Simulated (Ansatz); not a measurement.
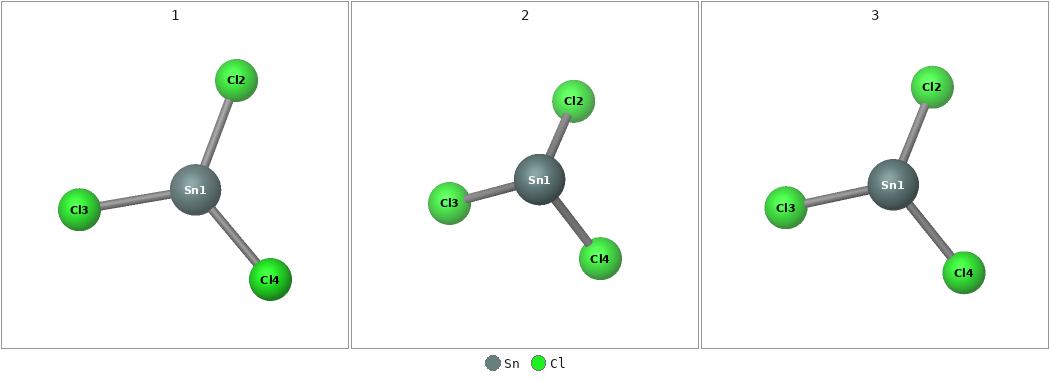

[SnCl3]-, charge −1. 
- The first coordinate is: umbrella angle at Sn1 (between each of its bonds and their common axis; 90 is planar); the second: change of the bonds Sn1–Cl2, Sn1–Cl3, Sn1–Cl4, all alike.
- Nothing is relaxed (all other coordinates rigid).
- Grid: 11 × 11 points; 66 points were computed and 55 follow by symmetry.
- Points are written as (first, second).
- All energies are given in eV relative to the lowest grid point.
- Theory: RKS PBE0-D4/def2-SVPD (Ansatz 0.2.0).

The numbered pictures are structures from this grid.

Question: Which is the most stable, and how do the others follow?

Answer: 2, at (123.4°, 0.005 Å): 0.00 eV; 3, at (106.7°, 0.075 Å): 0.33 eV; 1, at (90.0°, 0.146 Å): 0.84 eV.

The map, with the structures marked:

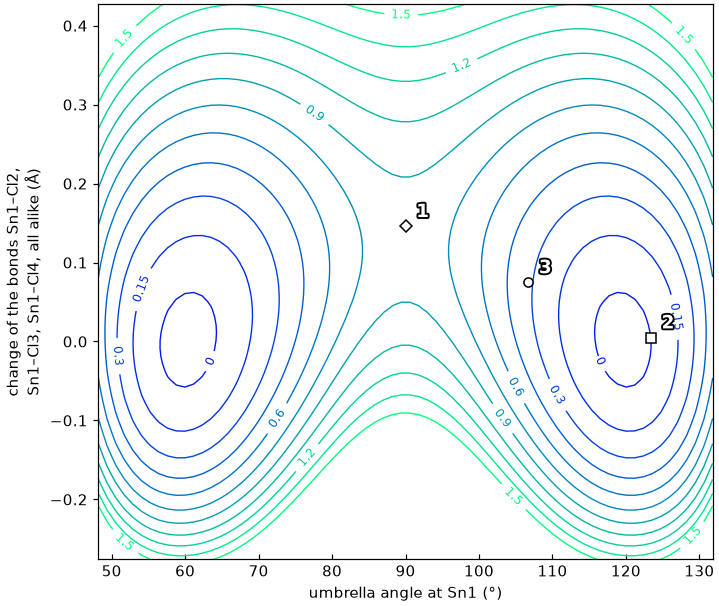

In the figure: contour lines labelled in eV (none above 1.5). Between grid points the surface is interpolated.
